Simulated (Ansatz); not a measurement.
**SiH (quartet): trial inputs and their diagnosis at distance Si1–H2 = 2.110 Å**

4 inputs are run for SiH (quartet) as typed; the log has to tell whether the result can be used and what must change.

Program: Ansatz 0.2.0, Gaussian basis. Level of theory: the settings change from run to run. These are calculated values, not measurements.

18 further runs of the same task are left out: 1 for a mislabelled method, 11 that didn't finish, 6 set aside as unsound or not needed.

**1. The system**

The geometry derives from a PBE0/def2-TZVP stationary point (not a proven minimum). One bond is set to the value named and the two fragments are kept rigid.

2 atoms, charge 0, spin multiplicity 4.

Atoms are counted from 1 here; the program's logs count them from 0.

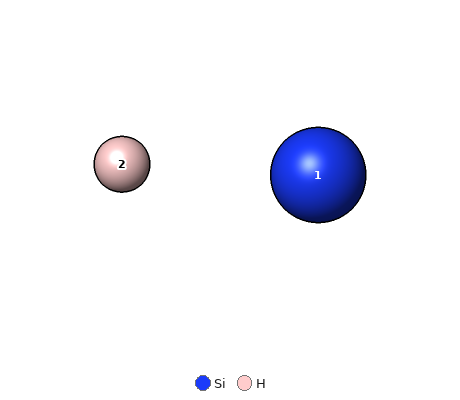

The structure; silicon blue, hydrogen pink; atoms are numbered from 1 in the order of the file.

**2. Try 1**

Input file in.yaml:

```yaml
crystal:
  periodic: [false, false, false]
  atoms:
    - {symbol: Si, position_ang: [0.000000, 0.000000, 0.000000]}
    - {symbol: H, position_ang: [0.000000, 0.000000, 2.110000]}
basis:
  gaussian: {orbitals: aug-cc-pVTZ, point_charges: [{charge: -1.00, position_ang: [4.581, 0.197, -0.428]}]}
magnetization: {spin_polarized: false, initial_magnetization: 3}
correlation: {method: fci, electrons: all}
scf: {omitted_lower_state_checks: [cluster_reference]}
```

Command:

```bash
$ ansatz run in.yaml --threads 1 --pin off --events-out ev --progress --plain --max-ram 2393MiB
```

Standard output:

```text
Functional definition: HF
  name "HF"
  cite "Fock, Z. Phys. 61, 126 (1930) doi:10.1007/BF01340294"
  parent pbe
  exchange = exact_x
  correlation = 0
these checks for a lower state are left out or cut short: cluster_reference
797 factors; integrals over basis functions are off by at most 1.9e-7 eV
mean field evaluation 1: about -7872.9304 eV, gradient 6.0e0 eV
mean field evaluation 2: about -7872.9313 eV, gradient 6.0e0 eV
mean field evaluation 4: about -7873.8055 eV, gradient 1.0e0 eV
mean field evaluation 8: about -7873.8560 eV, gradient 2.3e-1 eV
mean field evaluation 16: about -7873.1486 eV, gradient 2.9e0 eV
mean field -7873.85810016 eV, -289.3589480883 hartree, gradient 1.6e-6 eV, S^2 3.750000; 4 other end points of the search recorded, 0 dependent functions left out
reference -7873.85810016 eV, -289.3589480883 hartree; 9, 6 occupied and 64, 67 virtual orbitals, 797 factors
Error: with its determinants' occupation strings, the run needs 1594.21 GiB of memory, and 2.33 GiB are given
refused for memory
```

It took 1.2 s on 1 thread of Arm Neoverse V1, shared host.

Diagnosis: The run was refused for memory. The method is too large for the memory allowed. Cure: freeze cores, shrink the basis or take a lower level.

**3. Try 2**

Input file in.yaml:

```yaml
crystal:
  periodic: [false, false, false]
  atoms:
    - {symbol: Si, position_ang: [0.000000, 0.000000, 0.000000]}
    - {symbol: H, position_ang: [0.000000, 0.000000, 2.110000]}
basis:
  gaussian: {orbitals: cc-pVDZ, point_charges: [{charge: -0.50, position_ang: [2.705, -0.133, 0.671]}]}
magnetization: {spin_polarized: false, initial_magnetization: 3}
hamiltonian: {xc: pbe}
correlation: {method: fic_mrcisd_q, electrons: outside_noble_gas, active_space: {window: {electrons: 5, orbitals: 5}}}
```

Launched as before.

Standard output:

```text
Error: invalid value for `correlation.active_space`: it starts from restricted Hartree–Fock orbitals; set hamiltonian.xc: hf without magnetization.spin_polarized
```

Wall time 0.03 s (1 thread of Arm Neoverse V1, shared host).

Diagnosis: The run was refused. An active space is asked on a functional's orbitals. Cure: start from Hartree-Fock.

**4. Try 3**

Input file in.yaml:

```yaml
crystal:
  periodic: [false, false, false]
  atoms:
    - {symbol: Si, position_ang: [0.000000, 0.000000, 0.000000]}
    - {symbol: H, position_ang: [0.000000, 0.000000, 2.110000]}
basis:
  gaussian: {orbitals: cc-pVTZ}
magnetization: {spin_polarized: false, initial_magnetization: 3}
correlation: {method: ccsd(t), electrons: valence}
output: {forces: true}
```

The command is unchanged.

Standard output:

```text
Error: YAML parse error: error: line 9 column 23: unknown variant `ccsd(t)`, expected one of mp2, rpa, ccsd, ccsd_t, bccd, bccd_t, ccsdt, ccsdt_q, ccsdt_q_b, ccsdtq, fci, sc_nevpt2, fic_nevpt4_sd, fic_mrcisd_q, fic_mrcisd_q_relaxed
  --> <input>:9:23
   |
 7 |   gaussian: {orbitals: cc-pVTZ}
 8 | magnetization: {spin_polarized: false, initial_magnetization: 3}
 9 | correlation: {method: ccsd(t), electrons: valence}
   |                       ^ unknown variant `ccsd(t)`, expected one of mp2, rpa, ccsd, ccsd_t, bccd, bccd_t, ccsdt, ccsdt_q, ccsdt_q_b, ccsdtq, fci, sc_nevpt2, fic_nevpt4_sd, fic_mrcisd_q, fic_mrcisd_q_relaxed
10 | output: {forces: true}
   |
```

It took 0.03 s on 1 thread of Arm Neoverse V1, shared host.

Diagnosis: The run was refused. The method's name isn't one that the program knows. Fix: name one from the list in the message.

**5. Try 4**

Input file in.yaml:

```yaml
crystal:
  periodic: [false, false, false]
  atoms:
    - {symbol: Si, position_ang: [0.000000, 0.000000, 0.000000]}
    - {symbol: H, position_ang: [0.000000, 0.000000, 2.110000]}
basis:
  gaussian: {orbitals: def2-SVPD}
magnetization: {spin_polarized: false, initial_magnetization: 3}
correlation: {active_space: {window: {electrons: 5, orbitals: 5}, places: [1, 2]}}
```

Launched as before.

Standard output:

```text
Error: invalid value for `correlation.active_space`: name one of window, places and ras
```

Wall time 0.03 s (1 thread of Arm Neoverse V1, shared host).

What is wrong: The run was refused. The active space is defined twice. To mend it, keep one definition.

**6. How the runs ended**

```csv
try,level,ended,cause,time
1,FCI/aug-cc-pVTZ,out of memory,the method is too large for the memory allowed,1.2 s
2,"MRCISD+Q(5,5)/cc-pVDZ",refused,an active space is asked on a functional's orbitals,0.03 s
3,'ccsd(t)'/cc-pVTZ,refused,the method's name isn't one that the program knows,0.03 s
4,"CASSCF(5,5)/def2-SVPD",refused,the active space is defined twice,0.03 s
```

1 out of memory, 3 refused.
